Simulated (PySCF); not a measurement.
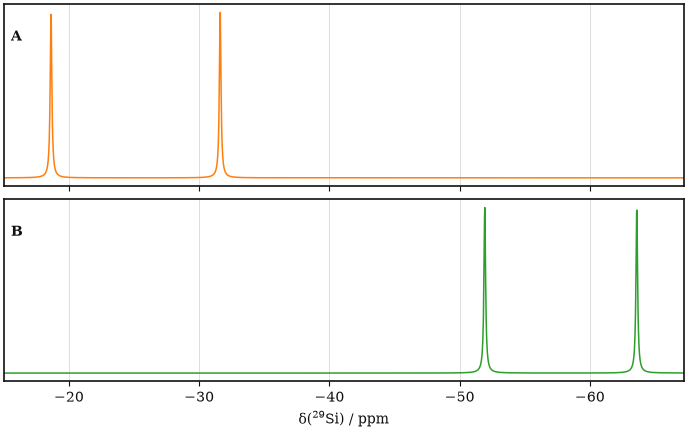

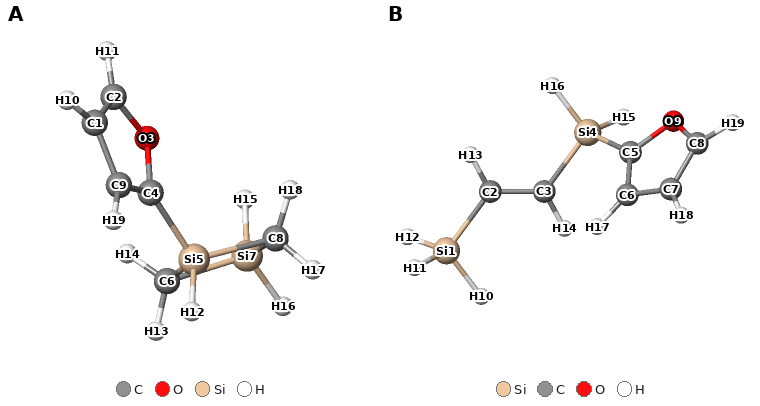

Related molecules: A is C₆H₁₀OSi₂, SMILES c1coc([SiH]2C[SiH2]C2)c1; B is C₆H₁₀OSi₂, SMILES [SiH3]/C=C/[SiH2]c1ccco1. GIAO ²⁹Si shifts against TMS, mPW1PW91/pcSseg-1 with PySCF, at a PBE0-D3(BJ)/def2-SVP geometry (no frequency check); fully decoupled, line heights follow the number of nuclei within a panel, widths are arbitrary (no quadrupolar broadening); values of one conformer, averaged over nuclei that symmetry or rotation about single bonds exchange, these motions taken as fast; other conformers aren't averaged in.

> Assign the ²⁹Si signals of each molecule.

A: −18.6 (Si5); −31.6 (Si7)
B: −51.9 (Si4); −63.6 (Si1)
